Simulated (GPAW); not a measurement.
Geometry relaxation, with input and output: InH$_{2}$O (part 4 of 5)

Continued. System: InH$_{2}$O, multiplicity 2, SMILES [OH][InH]. Method: PBE/plane waves, UKS, dispersion D3(0), scalar-relativistic datasets (GPAW 26.7.0). The atoms were displaced at random from an optimised geometry.

Geometry of the input (Å):
```
O  -0.3189  -1.0639  0.2945
In 0.5730  0.7888  -0.0376
H  0.2545  -1.6209  0.8027
H  -0.4403  1.8312  -1.0014
```

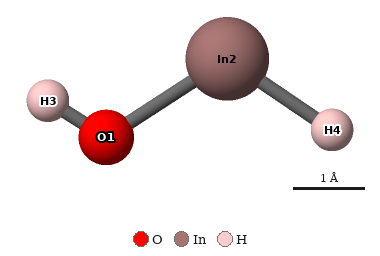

**Figure 1.** The geometry at step 9 of the log (ball-and-stick view, seen at a tilt; atoms are numbered from 1 in the order of the input).

### The program's output, continued
```
Fermi levels: -2.935, -4.230
Eigenvalues  # (at kpt = [0.000, 0.000, 0.000])
| band index |      eig [eV] | occ [0-1] |      eig [eV] | occ [0-1] |
|------------|---------------|-----------|---------------|-----------|
|          0 |       -23.464 |     1.000 |       -23.279 |     1.000 |
|        ... |               |           |               |           |
|          3 |       -18.481 |     1.000 |       -18.425 |     1.000 |
|          4 |       -18.469 |     1.000 |       -18.362 |     1.000 |
|          5 |       -18.284 |     1.000 |       -18.196 |     1.000 |
|          6 |       -11.024 |     1.000 |       -10.883 |     1.000 |
|          7 |        -8.986 |     1.000 |        -8.560 |     1.000 |
|          8 |        -7.389 |     1.000 |        -6.896 |     1.000 |
|          9 |        -6.593 |     1.000 |        -6.517 |     1.000 |
|         10 |        -4.740 |     1.000 |        -3.720 |     0.000 |
|         11 |        -2.151 |     0.000 |        -1.783 |     0.000 |
|         12 |        -0.777 |     0.000 |        -0.552 |     0.000 |
|         13 |        -0.312 |     0.000 |        -0.053 |     0.000 |
|         14 |         0.399 |     0.000 |         0.687 |     0.000 |

Gap: 1.569 eV
Transition (v -> c):
  (s=1, k=0, n=10, [0.00, 0.00, 0.00]) -> (s=0, k=0, n=11, [0.00, 0.00, 0.00])
No difference between direct/indirect transitions
vacuum-level: 0.228  # V

Forces  # eV/Ang
|        x |        y |        z |
|----------|----------|----------|
| -0.00279 |  0.02884 | -0.00854 |  # O    0
| -0.00599 | -0.03335 |  0.01170 |  # In   1
|  0.01225 | -0.00636 |  0.00717 |  # H    2
| -0.00522 |  0.01418 | -0.00809 |  # H    3

Force computation time: 0.431  # s
BFGS:   23 00:04:41      -14.649418        0.032128
         .--------------------------.
        /|                          |
       / |                          |
      /  |                          |
     /   |                          |
    /    |                          |
   /     |                          |
  /      |                          |
 *       |                          |
 |       |                          |
 |       |                          |
 |       |       OH In              |
 |       |                          |
 |       |                          |
 |       .--------------------------.
 |      /                          /
 |     /                          /
 |    /                          /
 |   /                          /
 |  /                          /
 | /                          /
 |/                          /
 *--------------------------*

Atoms  # Å, Bohr magnetons
|   | symbol |        x |        y |        z |    initial magnetic moments |
|---|--------|----------|----------|----------|-----------------------------|
| 0 |      O | 5.128258 | 5.606397 | 6.370042 | ( 0.0000,  0.0000,  0.0829) |
| 1 |     In | 6.032444 | 7.377559 | 5.947860 | ( 0.0000,  0.0000,  0.1658) |
| 2 |      H | 5.687513 | 4.986529 | 6.871136 | ( 0.0000,  0.0000, -0.0008) |
| 3 |      H | 4.975696 | 8.476957 | 5.014969 | ( 0.0000,  0.0000,  0.0765) |

Unit cell  # Å
| periodic |         x |         y |         z |   lengths |    angles |
|----------|-----------|-----------|-----------|-----------|-----------|
|       no | 11.013300 |  0.000000 |  0.000000 | 11.013300 | 90.000000 |
|       no |  0.000000 | 13.452100 |  0.000000 | 13.452100 | 90.000000 |
|       no |  0.000000 |  0.000000 | 11.804100 | 11.804100 | 90.000000 |

Initialization done in: 1.070 s

convergence criteria:
- Maximum [total energy] change in last 3 cyles: 0.0005 eV / valence electron
- Maximum integral of absolute [dens]ity change: 0.0001 electrons / valence electron
- Maximum integral of absolute [eigenst]ate change: 4e-08 eV^2 / valence electron
maximum number of iterations: 100

SCF iterations
|iter     |     time |      energy | eigst |  dens |  magmom |
|---------|----------|-------------|-------|-------|---------|
|iter:   1| 00:04:42 |  -14.643623c| -4.46 |       |  +0.9999|
|iter:   2| 00:04:44 |  -14.643619c| -5.95 | -3.32 |  +0.9999|
|iter:   3| 00:04:46 |  -14.643601c| -5.45 | -3.36 |  +1.0000|
|iter:   4| 00:04:47 |  -14.643601c| -6.37 | -3.85 |  +1.0000|
|iter:   5| 00:04:49 |  -14.643601c| -7.16 | -4.13c|  +1.0000|
|iter:   6| 00:04:50 |  -14.643601c| -7.63c| -4.37c|  +1.0000|

Converged in 6 steps
SCF loop duration: 8.462 s (1.410 s/step)
Energy contributions relative to reference atoms: (reference = -162041.252286)

Energy contributions:
  Kinetic:          24.473779
  Coulomb:         -24.912381
  Zero:              0.199782
  External:          0.000000
  Xc:              -14.404781
  Entropy:           0.000000
  Spinorbit:         0.000000
  ----------------------------
  Free energy:     -14.643601
  Extrapolated:    -14.643601

dipole moment: (0.385319, 0.144369, 0.090312)  # |e|*Ang

Total magnetic moment: (0.000000, 0.000000, 0.999998)

Local magnetic moments
|        x |        y |         z |
|----------|----------|-----------|
| 0.000000 | 0.000000 |  0.082867 |  # O    0
| 0.000000 | 0.000000 |  0.165696 |  # In   1
| 0.000000 | 0.000000 | -0.000821 |  # H    2
| 0.000000 | 0.000000 |  0.076571 |  # H    3

Fermi levels: -2.934, -4.229
Eigenvalues  # (at kpt = [0.000, 0.000, 0.000])
| band index |      eig [eV] | occ [0-1] |      eig [eV] | occ [0-1] |
|------------|---------------|-----------|---------------|-----------|
|          0 |       -23.468 |     1.000 |       -23.283 |     1.000 |
|        ... |               |           |               |           |
|          3 |       -18.480 |     1.000 |       -18.423 |     1.000 |
|          4 |       -18.468 |     1.000 |       -18.361 |     1.000 |
|          5 |       -18.282 |     1.000 |       -18.194 |     1.000 |
|          6 |       -11.027 |     1.000 |       -10.886 |     1.000 |
|          7 |        -8.984 |     1.000 |        -8.558 |     1.000 |
|          8 |        -7.390 |     1.000 |        -6.897 |     1.000 |
|          9 |        -6.597 |     1.000 |        -6.520 |     1.000 |
|         10 |        -4.739 |     1.000 |        -3.719 |     0.000 |
|         11 |        -2.149 |     0.000 |        -1.781 |     0.000 |
|         12 |        -0.776 |     0.000 |        -0.552 |     0.000 |
|         13 |        -0.312 |     0.000 |        -0.052 |     0.000 |
|         14 |         0.398 |     0.000 |         0.687 |     0.000 |

Gap: 1.569 eV
Transition (v -> c):
  (s=1, k=0, n=10, [0.00, 0.00, 0.00]) -> (s=0, k=0, n=11, [0.00, 0.00, 0.00])
No difference between direct/indirect transitions
vacuum-level: 0.228  # V

Forces  # eV/Ang
|        x |        y |        z |
|----------|----------|----------|
| -0.00414 |  0.00674 | -0.00384 |  # O    0
| -0.00396 | -0.01229 |  0.00352 |  # In   1
|  0.00639 | -0.00086 |  0.00207 |  # H    2
|  0.00012 |  0.00876 | -0.00346 |  # H    3

Force computation time: 0.443  # s
BFGS:   24 00:04:51      -14.649447        0.010966
         .--------------------------.
        /|                          |
       / |                          |
      /  |                          |
     /   |                          |
    /    |                          |
   /     |                          |
  /      |                          |
 *       |                          |
 |       |                          |
 |       |                          |
 |       |       OH In              |
 |       |                          |
 |       |                          |
 |       .--------------------------.
 |      /                          /
 |     /                          /
 |    /                          /
 |   /                          /
 |  /                          /
 | /                          /
 |/                          /
 *--------------------------*

Atoms  # Å, Bohr magnetons
|   | symbol |        x |        y |        z |    initial magnetic moments |
|---|--------|----------|----------|----------|-----------------------------|
| 0 |      O | 5.128031 | 5.606414 | 6.369832 | ( 0.0000,  0.0000,  0.0829) |
| 1 |     In | 6.031833 | 7.377641 | 5.948651 | ( 0.0000,  0.0000,  0.1657) |
| 2 |      H | 5.687963 | 4.985945 | 6.869686 | ( 0.0000,  0.0000, -0.0008) |
| 3 |      H | 4.976034 | 8.477028 | 5.014009 | ( 0.0000,  0.0000,  0.0766) |

Unit cell  # Å
| periodic |         x |         y |         z |   lengths |    angles |
|----------|-----------|-----------|-----------|-----------|-----------|
|       no | 11.013300 |  0.000000 |  0.000000 | 11.013300 | 90.000000 |
|       no |  0.000000 | 13.452100 |  0.000000 | 13.452100 | 90.000000 |
|       no |  0.000000 |  0.000000 | 11.804100 | 11.804100 | 90.000000 |

Initialization done in: 1.059 s

convergence criteria:
- Maximum [total energy] change in last 3 cyles: 0.0005 eV / valence electron
- Maximum integral of absolute [dens]ity change: 0.0001 electrons / valence electron
- Maximum integral of absolute [eigenst]ate change: 4e-08 eV^2 / valence electron
maximum number of iterations: 100

SCF iterations
```

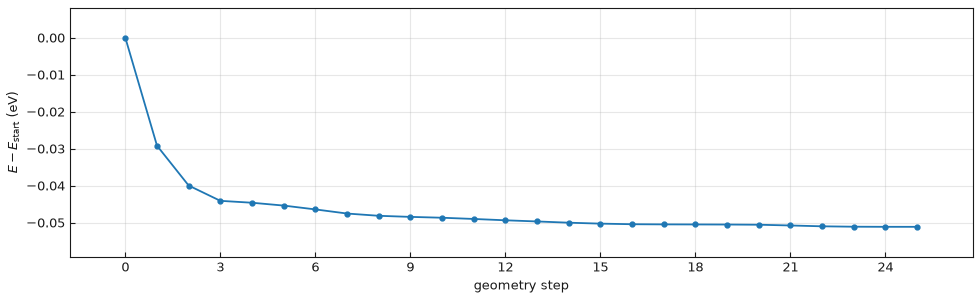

**Figure 2.** Progress of the relaxation, step by step (steps are counted from 0).

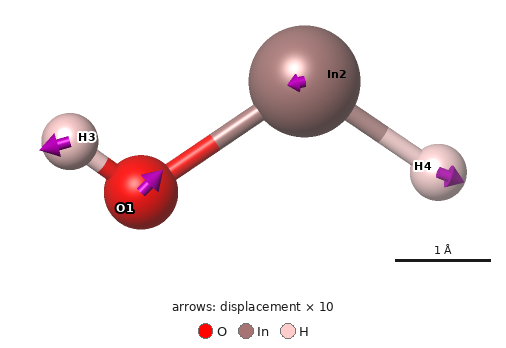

**Figure 3.** The starting structure with the displacements as pink arrows, magnified 10 times (ball-and-stick view, seen at a tilt). The two geometries are laid on each other by the best rigid fit. The largest moves after the best rigid fit, 0.034 Å, are those of O1 and H3. By element the largest moves are H 0.034 Å, O 0.033 Å, In 0.019 Å. Among the contacts that change: O1–In2 2.083 → 2.033 Å, In2–H4 1.744 → 1.788 Å, O1–H3 0.947 → 0.974 Å. Among the angles that change: In2–O1–H3 110.4° → 113.9°. After 25 geometry steps the energy has fallen by 0.051 eV. The largest force component goes from 1.5 to 0.0041 eV/Å. (Atoms are counted from 1 in the order of the input.)

```
|iter     |     time |      energy | eigst |  dens |  magmom |
|---------|----------|-------------|-------|-------|---------|
|iter:   1| 00:04:52 |  -14.643613c| -4.76 |       |  +1.0000|
|iter:   2| 00:04:54 |  -14.643613c| -6.37 | -3.60 |  +1.0000|
|iter:   3| 00:04:56 |  -14.643609c| -6.45 | -3.64 |  +1.0000|
|iter:   4| 00:04:57 |  -14.643608c| -6.85 | -3.94 |  +1.0000|
|iter:   5| 00:04:59 |  -14.643608c| -7.43c| -4.27c|  +1.0000|

Converged in 5 steps
SCF loop duration: 6.991 s (1.398 s/step)
Energy contributions relative to reference atoms: (reference = -162041.252286)

Energy contributions:
  Kinetic:          24.476198
  Coulomb:         -24.915371
  Zero:              0.199737
  External:          0.000000
  Xc:              -14.404172
  Entropy:           0.000000
  Spinorbit:         0.000000
  ----------------------------
  Free energy:     -14.643608
  Extrapolated:    -14.643608

dipole moment: (0.385471, 0.144206, 0.090654)  # |e|*Ang

Total magnetic moment: (0.000000, 0.000000, 0.999996)

Local magnetic moments
|        x |        y |         z |
|----------|----------|-----------|
| 0.000000 | 0.000000 |  0.082850 |  # O    0
| 0.000000 | 0.000000 |  0.165664 |  # In   1
| 0.000000 | 0.000000 | -0.000823 |  # H    2
| 0.000000 | 0.000000 |  0.076593 |  # H    3

Fermi levels: -2.934, -4.228
Eigenvalues  # (at kpt = [0.000, 0.000, 0.000])
| band index |      eig [eV] | occ [0-1] |      eig [eV] | occ [0-1] |
|------------|---------------|-----------|---------------|-----------|
|          0 |       -23.469 |     1.000 |       -23.284 |     1.000 |
|        ... |               |           |               |           |
|          3 |       -18.479 |     1.000 |       -18.423 |     1.000 |
|          4 |       -18.468 |     1.000 |       -18.360 |     1.000 |
|          5 |       -18.282 |     1.000 |       -18.194 |     1.000 |
|          6 |       -11.027 |     1.000 |       -10.886 |     1.000 |
|          7 |        -8.984 |     1.000 |        -8.558 |     1.000 |
|          8 |        -7.390 |     1.000 |        -6.898 |     1.000 |
|          9 |        -6.598 |     1.000 |        -6.521 |     1.000 |
|         10 |        -4.739 |     1.000 |        -3.718 |     0.000 |
|         11 |        -2.149 |     0.000 |        -1.781 |     0.000 |
|         12 |        -0.776 |     0.000 |        -0.552 |     0.000 |
|         13 |        -0.312 |     0.000 |        -0.052 |     0.000 |
|         14 |         0.398 |     0.000 |         0.686 |     0.000 |

Gap: 1.569 eV
Transition (v -> c):
  (s=1, k=0, n=10, [0.00, 0.00, 0.00]) -> (s=0, k=0, n=11, [0.00, 0.00, 0.00])
No difference between direct/indirect transitions
vacuum-level: 0.228  # V

Forces  # eV/Ang
|        x |        y |        z |
|----------|----------|----------|
| -0.00313 | -0.00047 |  0.00341 |  # O    0
| -0.00318 | -0.00569 |  0.00036 |  # In   1
|  0.00246 |  0.00289 | -0.00232 |  # H    2
|  0.00184 |  0.00680 | -0.00172 |  # H    3

Force computation time: 0.436  # s
BFGS:   25 00:04:59      -14.649451        0.004858
Converged: True
Final energy = -14.64945 eV
r(H2-O0): 0.9738 Ang
r(H3-In1)               1.7880 Ang
```

### Trajectory as extended XYZ (Å, eV, eV/Å), 26 frames, from step=0 to step=25
```
4
Properties=species:S:1:pos:R:3:forces:R:3 step=0 energy=-14.59832
O     5.1214    5.5570    6.2959   -0.5383   1.4743  -0.7928
In    6.0133    7.4097    5.9638   -0.0856  -0.7855   0.2881
H     5.6948    5.0000    6.8041    0.8444  -0.9259   0.7978
H     5.0000    8.4521    5.0000   -0.2179   0.2586  -0.2194
4
Properties=species:S:1:pos:R:3:forces:R:3 step=1 energy=-14.62751
O     5.1137    5.5781    6.2846    0.6858  -0.2023   0.4671
In    6.0121    7.3985    5.9679   -0.0221  -0.3779   0.1468
H     5.7069    4.9868    6.8155   -0.5228   0.4125  -0.4169
H     4.9969    8.4558    4.9969   -0.1326   0.1853  -0.1442
4
Properties=species:S:1:pos:R:3:forces:R:3 step=2 energy=-14.63829
O     5.1205    5.5781    6.2886    0.2982   0.0540   0.1877
In    6.0117    7.3931    5.9700   -0.0179  -0.2495   0.0943
H     5.7023    4.9899    6.8121   -0.1830   0.0750  -0.1129
H     4.9951    8.4583    4.9949   -0.0929   0.1362  -0.1028
4
Properties=species:S:1:pos:R:3:forces:R:3 step=3 energy=-14.64242
O     5.1278    5.5820    6.2923   -0.0022   0.0944   0.0305
In    6.0111    7.3849    5.9731    0.0100  -0.0114   0.0068
H     5.6987    4.9905    6.8103    0.0243  -0.1335   0.0736
H     4.9922    8.4624    4.9918   -0.0331   0.0650  -0.0416
4
Properties=species:S:1:pos:R:3:forces:R:3 step=4 energy=-14.64294
O     5.1291    5.5838    6.2935   -0.0040   0.0238   0.0600
In    6.0111    7.3834    5.9737    0.0178   0.0491  -0.0151
H     5.6983    4.9889    6.8109    0.0020  -0.1054   0.0515
H     4.9912    8.4640    4.9906   -0.0174   0.0464  -0.0254
4
Properties=species:S:1:pos:R:3:forces:R:3 step=5 energy=-14.64370
O     5.1311    5.5862    6.2971    0.0079  -0.0582   0.1030
In    6.0117    7.3829    5.9740    0.0180   0.1029  -0.0388
H     5.6974    4.9845    6.8126   -0.0328  -0.0501   0.0130
H     4.9895    8.4673    4.9885    0.0036   0.0190  -0.0025
4
Properties=species:S:1:pos:R:3:forces:R:3 step=6 energy=-14.64474
O     5.1341    5.5887    6.3044    0.0183  -0.1122   0.1342
In    6.0128    7.3842    5.9737    0.0072   0.1266  -0.0558
H     5.6955    4.9768    6.8155   -0.0564   0.0117  -0.0216
H     4.9872    8.4725    4.9854    0.0261  -0.0139   0.0239
4
Properties=species:S:1:pos:R:3:forces:R:3 step=7 energy=-14.64585
O     5.1376    5.5908    6.3155    0.0181  -0.0975   0.1295
In    6.0143    7.3880    5.9723   -0.0150   0.0922  -0.0541
H     5.6927    4.9666    6.8195   -0.0507   0.0588  -0.0355
H     4.9847    8.4787    4.9820    0.0408  -0.0421   0.0449
4
Properties=species:S:1:pos:R:3:forces:R:3 step=8 energy=-14.64647
O     5.1392    5.5912    6.3234   -0.0007  -0.0205   0.0840
In    6.0148    7.3917    5.9706   -0.0286   0.0252  -0.0334
H     5.6911    4.9611    6.8219   -0.0145   0.0513  -0.0146
H     4.9840    8.4816    4.9808    0.0353  -0.0443   0.0441
4
Properties=species:S:1:pos:R:3:forces:R:3 step=9 energy=-14.64676
O     5.1390    5.5910    6.3268   -0.0193   0.0439   0.0451
In    6.0143    7.3935    5.9693   -0.0262  -0.0246  -0.0103
H     5.6908    4.9603    6.8225    0.0173   0.0238   0.0111
H     4.9847    8.4812    4.9816    0.0197  -0.0304   0.0308
4
Properties=species:S:1:pos:R:3:forces:R:3 step=10 energy=-14.64699
O     5.1382    5.5915    6.3294   -0.0325   0.0718   0.0241
In    6.0135    7.3942    5.9682   -0.0136  -0.0524   0.0079
H     5.6911    4.9609    6.8230    0.0345   0.0069   0.0259
H     4.9857    8.4800    4.9829    0.0028  -0.0140   0.0156
4
Properties=species:S:1:pos:R:3:forces:R:3 step=11 energy=-14.64732
O     5.1368    5.5935    6.3346   -0.0445   0.0750   0.0108
In    6.0121    7.3942    5.9669    0.0141  -0.0700   0.0277
H     5.6918    4.9619    6.8240    0.0439  -0.0021   0.0346
H     4.9871    8.4782    4.9850   -0.0200   0.0080  -0.0044
4
Properties=species:S:1:pos:R:3:forces:R:3 step=12 energy=-14.64768
O     5.1351    5.5971    6.3433   -0.0539   0.0431   0.0030
In    6.0107    7.3932    5.9655    0.0476  -0.0638   0.0397
H     5.6927    4.9626    6.8260    0.0403   0.0044   0.0321
H     4.9882    8.4767    4.9873   -0.0394   0.0253  -0.0200
4
Properties=species:S:1:pos:R:3:forces:R:3 step=13 energy=-14.64800
O     5.1330    5.6002    6.3498   -0.0510  -0.0077   0.0099
In    6.0105    7.3911    5.9652    0.0658  -0.0312   0.0325
H     5.6939    4.9641    6.8275    0.0231   0.0178   0.0211
H     4.9885    8.4757    4.9889   -0.0422   0.0282  -0.0213
4
Properties=species:S:1:pos:R:3:forces:R:3 step=14 energy=-14.64833
O     5.1298    5.6031    6.3565   -0.0340  -0.0607   0.0203
In    6.0115    7.3881    5.9657    0.0661   0.0125   0.0121
H     5.6956    4.9666    6.8293   -0.0033   0.0330   0.0062
H     4.9879    8.4751    4.9902   -0.0316   0.0198  -0.0113
4
Properties=species:S:1:pos:R:3:forces:R:3 step=15 energy=-14.64859
O     5.1267    5.6039    6.3603   -0.0118  -0.0682   0.0239
In    6.0136    7.3859    5.9664    0.0455   0.0321  -0.0071
H     5.6970    4.9690    6.8306   -0.0192   0.0337   0.0006
H     4.9869    8.4749    4.9908   -0.0153   0.0074   0.0025
4
Properties=species:S:1:pos:R:3:forces:R:3 step=16 energy=-14.64875
O     5.1237    5.6040    6.3643    0.0086  -0.0385   0.0092
In    6.0159    7.3849    5.9667    0.0159   0.0224  -0.0165
H     5.6980    4.9710    6.8322   -0.0212   0.0228   0.0048
H     4.9859    8.4750    4.9914   -0.0020  -0.0022   0.0133
4
Properties=species:S:1:pos:R:3:forces:R:3 step=17 energy=-14.64879
O     5.1231    5.6032    6.3639    0.0094  -0.0078  -0.0028
In    6.0167    7.3851    5.9666    0.0035   0.0053  -0.0142
H     5.6981    4.9719    6.8325   -0.0114   0.0087   0.0141
H     4.9857    8.4748    4.9917   -0.0009  -0.0020   0.0136
```
